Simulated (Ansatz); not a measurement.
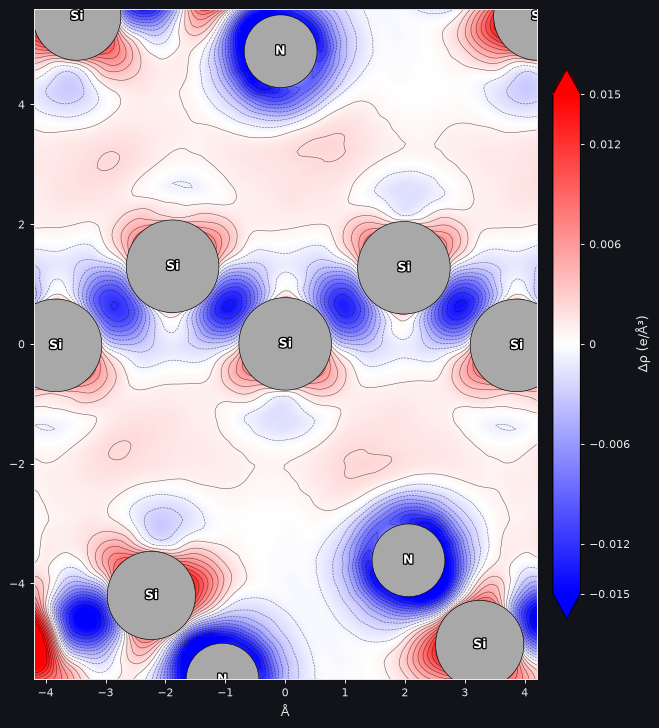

Si7N. Difference of the valence pseudo-densities of two functionals at the same geometry, on the (11̄0) plane of the calculation cell: one of PBE and r2SCAN less the other.

Both computed with Ansatz (plane waves, PAW), on the same k-point mesh. Grey discs cover the atomic cores.

```
CELL_PARAMETERS angstrom
3.59832 2.07749 6.48011
-3.59832 2.07749 6.48011
0.00000 -4.15498 6.48011
ATOMIC_POSITIONS crystal
Si 0.43941 0.43941 0.43941
Si 0.56059 0.56059 0.56059
Si 0.43703 0.94397 0.43703
Si 0.56297 0.05603 0.56297
Si 0.56297 0.56297 0.05603
Si 0.43703 0.43703 0.94397
Si 0.96096 0.96096 0.40007
Si 0.40007 0.96096 0.96096
Si 0.96096 0.40007 0.96096
Si 0.59993 0.03904 0.03904
Si 0.03904 0.03904 0.59993
Si 0.03904 0.59993 0.03904
Si 0.94397 0.43703 0.43703
Si 0.05603 0.56297 0.56297
N 0.09489 0.09489 0.09489
N 0.90511 0.90511 0.90511
```

Which was subtracted from which, and what does the map show?

Answer. It is PBE less r2SCAN. Against r2SCAN, PBE gives less density around N (−0.012 e/Å³ on average at 0.8 Å from the nucleus) and a change of −0.009 e/Å³ at the midpoint of Si–N, −0.014 e/Å³ at the midpoint of Si–Si and −0.013 e/Å³ at the midpoint of Si–Si.
